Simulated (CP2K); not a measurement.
# C3H7F (SMILES CC(C)F) at PBE0/cc-pVDZ

Aim: the energy change on altering one bond length of C3H7F at PBE0/cc-pVDZ, from 2 runs. 

The calculation is run with CP2K 2026.2.

**1. The structure to begin with**

C3H7F: 11 atoms, total charge 0, spin state singlet. SMILES: `CC(C)F`. Geometry: relaxed at PBE0-D4/def2-TZVP.

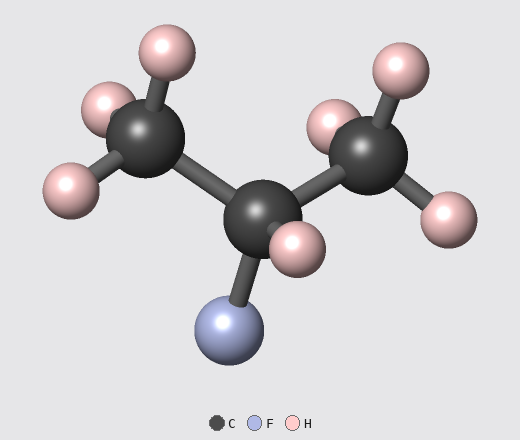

The structure, seen from a chosen angle (carbon dark grey, fluorine light blue, hydrogen pink).

**2. The energy at PBE0/cc-pVDZ**

File calc.inp:

```
&GLOBAL
 PROJECT_NAME calc
 RUN_TYPE ENERGY
 PRINT_LEVEL MEDIUM
&END GLOBAL
&FORCE_EVAL
 METHOD QUICKSTEP
 &DFT
  BASIS_SET_FILE_NAME ./cc_pvdz.basis
  POTENTIAL_FILE_NAME POTENTIAL
  &QS
   METHOD GAPW
   EPS_DEFAULT 1.0E-10
  &END QS
  &MGRID
   CUTOFF 280
   REL_CUTOFF 50
   NGRIDS 4
  &END MGRID
  &POISSON
   PERIODIC NONE
   POISSON_SOLVER MULTIPOLE
  &END POISSON
  &SCF
   SCF_GUESS ATOMIC
   EPS_SCF 1.0E-07
   MAX_SCF 150
   ADDED_MOS 3
   &DIAGONALIZATION
    ALGORITHM STANDARD
   &END DIAGONALIZATION
   &MIXING
    METHOD DIRECT_P_MIXING
    ALPHA 0.4
   &END MIXING
  &END SCF
  &XC
   &XC_FUNCTIONAL
    &HYB_GGA_XC_PBEH
    &END HYB_GGA_XC_PBEH
   &END XC_FUNCTIONAL
   &HF
    FRACTION 0.25
    &SCREENING
     EPS_SCHWARZ 1.0E-10
    &END SCREENING
    &MEMORY
     MAX_MEMORY 1050
    &END MEMORY
   &END HF
  &END XC
  &PRINT
   &MOMENTS
    PERIODIC F
    REFERENCE COM
    MAX_MOMENT 1
   &END MOMENTS
   &MO ON
    ENERGIES T
    OCCUPATION_NUMBERS T
    NDIGITS 6
    &EACH
     QS_SCF 0
    &END EACH
    ADD_LAST NUMERIC
   &END MO
   &LOWDIN ON
   &END LOWDIN
   &HIRSHFELD OFF
   &END HIRSHFELD
   &MO_MOLDEN ON
    NDIGITS 8
   &END MO_MOLDEN
  &END PRINT
 &END DFT
 &SUBSYS
  &CELL
   ABC 10 10.6 10.1
   PERIODIC NONE
  &END CELL
  &COORD
   UNIT bohr
   C     -0.4431408     1.9749528    -1.3284775
   C     -0.9063126    -0.5793900    -0.1536347
   C      1.1837244    -1.4479082     1.5773544
   F     -1.1604808    -2.3477957    -2.0945724
   H     -1.9689056     2.4630690    -2.6267193
   H     -0.3412845     3.4281522     0.1341706
   H      1.3373592     1.9726851    -2.3734960
   H     -2.7147806    -0.5805239     0.8573687
   H      2.9829327    -1.4904270     0.5657840
   H      0.7885827    -3.3385791     2.2990408
   H      1.3658940    -0.1617606     3.1819208
  &END COORD
  &TOPOLOGY
   &CENTER_COORDINATES
   &END CENTER_COORDINATES
  &END TOPOLOGY
  &KIND C
   BASIS_SET cc-pVDZ
   POTENTIAL ALL
   LEBEDEV_GRID 194
   RADIAL_GRID 100
  &END KIND
  &KIND F
   BASIS_SET cc-pVDZ
   POTENTIAL ALL
   LEBEDEV_GRID 194
   RADIAL_GRID 100
  &END KIND
  &KIND H
   BASIS_SET cc-pVDZ
   POTENTIAL ALL
   LEBEDEV_GRID 194
   RADIAL_GRID 100
  &END KIND
 &END SUBSYS
&END FORCE_EVAL
```

Launch:

```sh
$ OMP_NUM_THREADS=1 cp2k.psmp -i calc.inp > calc.out 2>&1
```

The program printed:

```text
CP2K| version string:                                       CP2K version 2026.2
[...]
 GLOBAL| Method name                                                        CP2K
[...]
 GLOBAL| Run type                                                         ENERGY
[...]
 DFT| Spin restricted Kohn-Sham (RKS) calculation                            RKS
 DFT| Multiplicity                                                             1
[...]
 DFT| Charge                                                                   0
[...]
 FUNCTIONAL| HYB_GGA_XC_PBEH:
[...]
 QS| Method:                                                                GAPW
[...]
 QS| Density cutoff [a.u.]:                                                140.0
[...]
 QS| Relative density cutoff [a.u.]:                                        25.0
[...]
                             - Atoms:                                         11
[...]
                             - Spherical basis functions:                     91
[...]
 Number of electrons:                                                         34
[...]
     1 P_Mix/Diag. 0.40E+00    5.9     0.86917231      -218.8059651993 -2.19E+02
[...]
    14 DIIS/Diag.  0.89E-07    1.4     0.00000007      -218.1433542771  2.84E-14
  *** SCF run converged in    14 steps ***
[...]
  Overlap energy of the core charge distribution:               0.00000593803895
  Self energy of the core charge distribution:               -201.77494725403753
  Core Hamiltonian energy:                                    -23.06532101724272
  Hartree energy:                                              59.19062185138616
  Exchange-correlation energy:                                 -8.88916840976066
  Hartree-Fock Exchange energy:                                -7.03307694066875
[...]
                     Mulliken Population Analysis
 #  Atom  Element  Kind  Atomic population                           Net charge
       1     C        1          6.064165                             -0.064165
       2     C        1          5.912788                              0.087212
       3     C        1          6.064270                             -0.064270
       4     F        2          9.261131                             -0.261131
       5     H        3          0.949112                              0.050888
       6     H        3          0.959084                              0.040916
       7     H        3          0.951881                              0.048119
       8     H        3          0.977671                              0.022329
       9     H        3          0.951669                              0.048331
      10     H        3          0.949222                              0.050778
      11     H        3          0.959007                              0.040993
 # Total charge                             34.000000                  0.000000
[...]
  Dipole moment [Debye]
    X=  0.2729461E+00 Y=  0.1200926E+01 Z=  0.1260948E+01  Total=      1.7625867
 ENERGY| Total FORCE_EVAL ( QS ) energy [hartree]           -218.143354277080533
[...]
```

Wall time 26 s (1 thread of Arm Neoverse V1, shared host); peak memory 0.65 GiB.

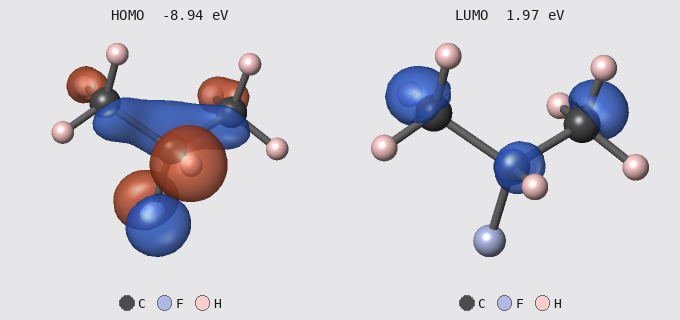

Frontier orbitals of this run, surfaces at ±0.2 Å^-3/2.

**3. The distorted shape at the same level**

File molecule.xyz:

```xyz
11

C     -0.375854     1.045280    -0.620036
C     -0.620954    -0.306420     0.001664
C      0.485046    -0.766020     0.917664
F     -0.755454    -1.242220    -1.025436
H     -1.183254     1.303580    -1.307036
H     -0.321954     1.814280     0.153964
H      0.707700     1.043900    -1.256000
H     -1.577954    -0.307020     0.536664
H      1.437146    -0.788520     0.382364
H      0.275946    -1.766520     1.299564
H      0.581446    -0.085420     1.766764
```

File calc.inp:

```
&GLOBAL
    PROJECT_NAME calc
    RUN_TYPE ENERGY
    PRINT_LEVEL MEDIUM
&END

&FORCE_EVAL
    METHOD Quickstep
    &DFT
        BASIS_SET_FILE_NAME ./cc_pvdz.basis
        POTENTIAL_FILE_NAME POTENTIAL
        CHARGE 0
        MULTIPLICITY 1
        &QS
            METHOD GAPW
            EPS_DEFAULT 1.0E-10
        &END
        &MGRID
            CUTOFF 280
            REL_CUTOFF 50
            NGRIDS 4
        &END
        &POISSON
            PERIODIC NONE
            POISSON_SOLVER MULTIPOLE
        &END
        &SCF
            SCF_GUESS ATOMIC
            EPS_SCF 1.0E-07
            MAX_SCF 80
            ADDED_MOS 5
            &DIAGONALIZATION
                ALGORITHM STANDARD
            &END
            &MIXING
                METHOD DIRECT_P_MIXING
                ALPHA 0.4
            &END
        &END
        &XC
            &XC_FUNCTIONAL
                &HYB_GGA_XC_PBEH
                &END
            &END
            &HF
                FRACTION 0.25
                &SCREENING
                    EPS_SCHWARZ 1.0E-10
                    SCREEN_ON_INITIAL_P F
                &END
                &INTERACTION_POTENTIAL
                    POTENTIAL_TYPE COULOMB
                &END
                &MEMORY
                    MAX_MEMORY 1050
                &END
            &END
        &END
        &PRINT
            &MOMENTS
                PERIODIC F
                REFERENCE COM
                MAX_MOMENT 1
            &END
            &MO ON
                ENERGIES T
                OCCUPATION_NUMBERS T
                NDIGITS 6
                &EACH
                    QS_SCF 0
                &END
                ADD_LAST NUMERIC
            &END
            &LOWDIN ON
            &END
            &HIRSHFELD OFF
            &END
            &MO_MOLDEN ON
                NDIGITS 8
            &END
        &END
    &END
    &SUBSYS
        &CELL
            ABC [angstrom] 10 10.6 10.1
            PERIODIC NONE
        &END
        &TOPOLOGY
            COORD_FILE_NAME molecule.xyz
            COORD_FILE_FORMAT XYZ
            &CENTER_COORDINATES
            &END
        &END
        &KIND C
            BASIS_SET cc-pVDZ
            POTENTIAL ALL
            LEBEDEV_GRID 194
            RADIAL_GRID 100
        &END
        &KIND F
            BASIS_SET cc-pVDZ
            POTENTIAL ALL
            LEBEDEV_GRID 194
            RADIAL_GRID 100
        &END
        &KIND H
            BASIS_SET cc-pVDZ
            POTENTIAL ALL
            LEBEDEV_GRID 194
            RADIAL_GRID 100
        &END
    &END
&END
```

Launch:

```sh
$ OMP_NUM_THREADS=1 cp2k.psmp -i calc.inp > calc.out 2>&1
```

The program printed (excerpt; [...] marks lines left out):

```text
CP2K| version string:                                       CP2K version 2026.2
[...]
 GLOBAL| Method name                                                        CP2K
[...]
 GLOBAL| Run type                                                         ENERGY
[...]
 DFT| Spin restricted Kohn-Sham (RKS) calculation                            RKS
 DFT| Multiplicity                                                             1
[...]
 DFT| Charge                                                                   0
[...]
 FUNCTIONAL| HYB_GGA_XC_PBEH:
[...]
 QS| Method:                                                                GAPW
[...]
 QS| Density cutoff [a.u.]:                                                140.0
[...]
 QS| Relative density cutoff [a.u.]:                                        25.0
[...]
                             - Atoms:                                         11
[...]
                             - Spherical basis functions:                     91
[...]
 Number of electrons:                                                         34
[...]
     1 P_Mix/Diag. 0.40E+00    5.9     0.86976156      -218.7393595755 -2.19E+02
[...]
    14 DIIS/Diag.  0.84E-07    1.4     0.00000009      -218.1322082754 -1.71E-13
  *** SCF run converged in    14 steps ***
[...]
  Overlap energy of the core charge distribution:               0.00000512426295
  Self energy of the core charge distribution:               -201.77494725403753
  Core Hamiltonian energy:                                    -23.20295473289102
  Hartree energy:                                              59.29998106588534
  Exchange-correlation energy:                                 -8.85204730451037
  Hartree-Fock Exchange energy:                                -7.01898907389001
[...]
                     Mulliken Population Analysis
 #  Atom  Element  Kind  Atomic population                           Net charge
       1     C        1          6.111786                             -0.111786
       2     C        1          5.899430                              0.100570
       3     C        1          6.061700                             -0.061700
       4     F        2          9.260078                             -0.260078
[...]
  Dipole moment [Debye]
    X=  0.1796872E+00 Y=  0.1174066E+01 Z=  0.1325349E+01  Total=      1.7796821
 ENERGY| Total FORCE_EVAL ( QS ) energy [hartree]           -218.132208275442707
[...]
```

Wall time 26 s (1 thread of Arm Neoverse V1, shared host); peak memory 0.65 GiB.

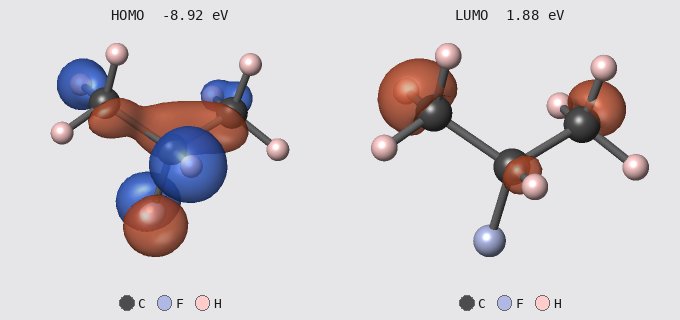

Frontier orbitals of this run, surfaces at ±0.2 Å^-3/2.

**4. Summary of results**

At PBE0/cc-pVDZ:

```
                                                         quantity          value
                                        first shape: total energy  -218.14335 Eh
                                       first shape: dipole moment         1.76 D
                                         first shape: HOMO energy       -8.94 eV
                                         first shape: LUMO energy        1.97 eV
                                       first shape: HOMO–LUMO gap       10.90 eV
                                    distorted shape: total energy  -218.13221 Eh
                                   distorted shape: dipole moment         1.78 D
                                     distorted shape: HOMO energy       -8.92 eV
                                     distorted shape: LUMO energy        1.88 eV
                                   distorted shape: HOMO–LUMO gap       10.80 eV
energy change with the C1–H7 bond stretched from 1.092 to 1.256 Å       0.303 eV
```

In words: With the C1–H7 bond stretched from 1.092 to 1.256 Å the energy rises by 0.30 eV (7.0 kcal/mol). The first shape isn't relaxed at this level, so the change isn't measured from a minimum.
